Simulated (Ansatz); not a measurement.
The reference is BaTiO3 in the cubic perovskite structure (space group Pm-3m, No. 221; a = 3.9346 Å).

It is then changed as follows: every lattice vector is shortened by 3.00 %; the atoms relax in the strained cell.

Level of theory: DFT with LDA, PAW potentials and a 420 eV plane-wave cutoff in Ansatz (an electronic-structure program), spin-orbit coupling left out.

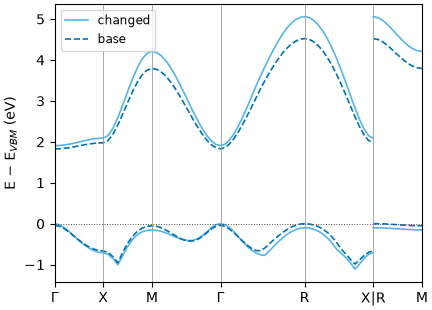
Fig. 1. Highest valence and lowest conduction band along the path, each from its own valence-band maximum

Problem. From the figure, how large is the changed gap, and is it direct?

Solution. About 1.9 eV, direct at Γ.

No phonon test of stability was made. The final runs are not spin-polarised. Many cubic perovskites are stable only at high temperature; tilts and polar distortions were not tested. This is not the structure that BaTiO3 has at room temperature and ambient pressure.
